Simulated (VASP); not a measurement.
Band structure of CdS (wurtzite). Method: PBE GGA with D4 dispersion, VASP's PBE PAW potentials (set 64) (plane waves; VASP).

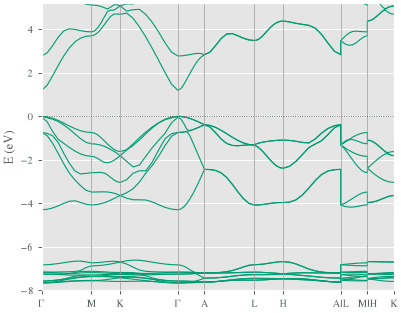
Figure: Bands along high-symmetry lines, zero at the valence-band maximum or, without a gap, the Fermi level

Q: Read the plot: is there a gap, and where are the band edges?

A: The gap is direct, 1.19 eV, from the valence maximum at Γ to the conduction minimum at Γ. (Edges off the drawn lines would not show.)

Measured: gap 2.64 eV at 0 K (computed value off by -1.45 eV), as given by X. Ren et al., All-electron periodic G0W0 implementation with numerical atomic orbital basis functions: algorithm and benchmarks (2021), arXiv:2011.01400 [zero-point renormalisation of 0.068 eV removed from the gap extrapolated to 0 K (as printed)].

The compound is CdS in the wurtzite structure. It was relaxed first.
